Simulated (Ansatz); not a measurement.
C3H11NZr (SMILES [CH3][Zr]([CH3])([CH3])[NH2])

```csv
atom,x (Å),y (Å),z (Å)
C,-0.4524,1.0077,-1.8196
C,1.9799,0.5145,0.8502
C,-0.3777,-2.0939,-0.1245
N,-1.5063,0.7651,1.4661
Zr,-0.0955,0.0939,0.1798
H,-0.2208,2.0891,-1.8206
H,0.1998,0.5310,-2.5764
H,-1.4948,0.8977,-2.1692
H,2.0191,1.0382,1.8238
H,2.5127,1.1486,0.1161
H,2.5600,-0.4217,0.9588
H,-0.0546,-2.6704,0.7626
H,0.2328,-2.4393,-0.9810
H,-1.4252,-2.3767,-0.3331
H,-1.3680,1.2650,2.3431
H,-2.5090,0.6512,1.3238
```

Geometry: PBE0-D4/def2-SVP; core potentials replace the inner electrons of Zr.

All numbers below come from Ansatz, isolated molecule in a Gaussian basis; Kohn-Sham density functional theory, functional PBE0.

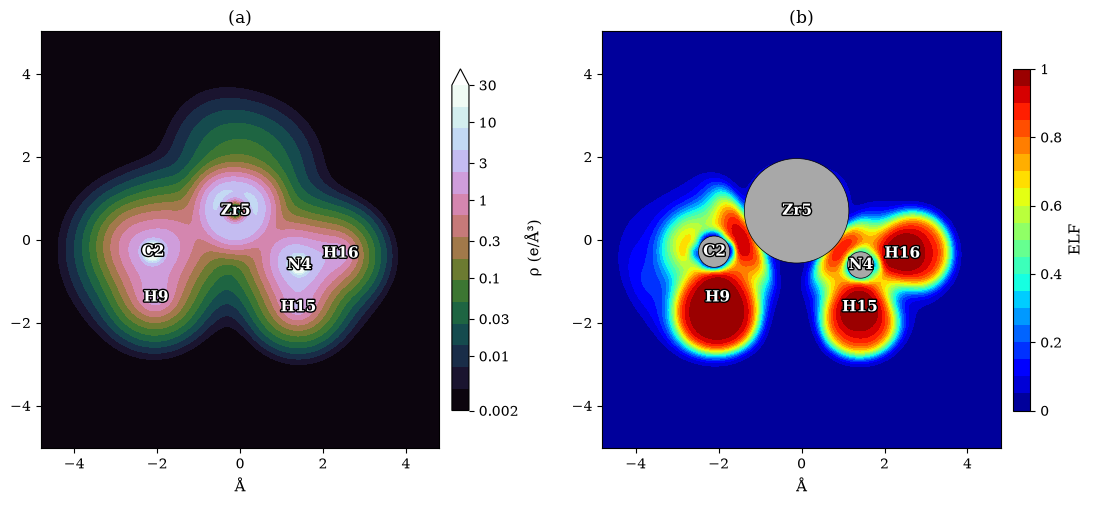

Figure 1. (a) electron density; (b) ELF on the plane of atoms H15, N4 and H16. Grey discs cover the atomic cores in the ELF map.

What do the fields say about this system?

- The plane passes through C, N, Zr and H nuclei.
- Zr–N (2.02 Å): the density is about 0.84 e/Å³ at the midpoint; the ELF peaks at about 0.90 in the valence shell of N, 0.6 Å from its nucleus, and drops to about 0.25 between the two atoms.
- C–Zr (2.22 Å): ρ at the midpoint is about 0.7 e/Å³; the ELF peaks at about 0.95 in the valence shell of C, 0.7 Å from its nucleus, and is about 0.45 at the midpoint.
- N–H (1.02 Å): the density is about 2.7 e/Å³ at the midpoint; the ELF climbs to about 1 towards the hydrogen, as it does in any bond to H (an ordinary covalent bond to hydrogen).
- C–H (1.11 Å): ρ at the midpoint is about 1.8 e/Å³; the ELF climbs to about 1 towards the hydrogen: a covalent bond by its length.

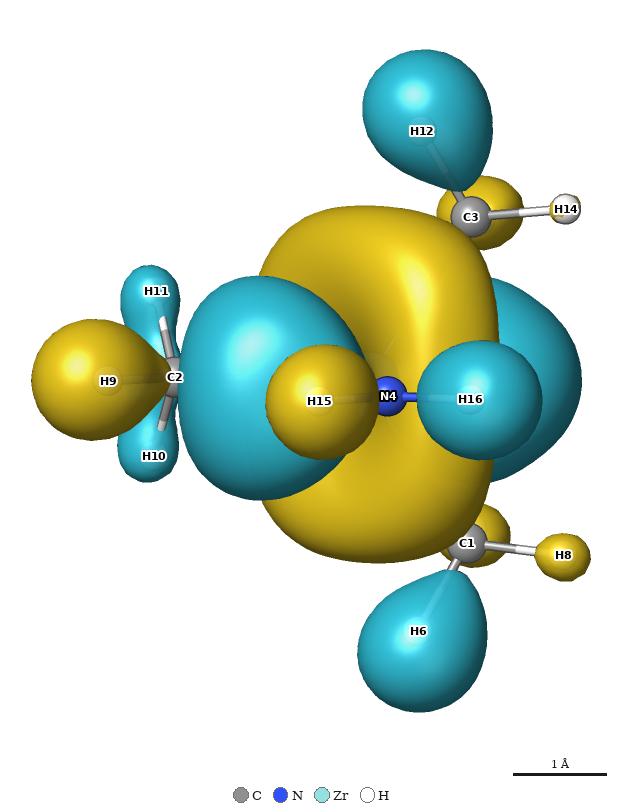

Figure 2. The LUMO at ±0.06 Å⁻³ᐟ² (yellow and cyan are the two phases), seen across its widest extent.

Where does this orbital lie, and at what energy?

It lies mainly on Zr5 (about 70 %). Its energy is −0.82 eV.
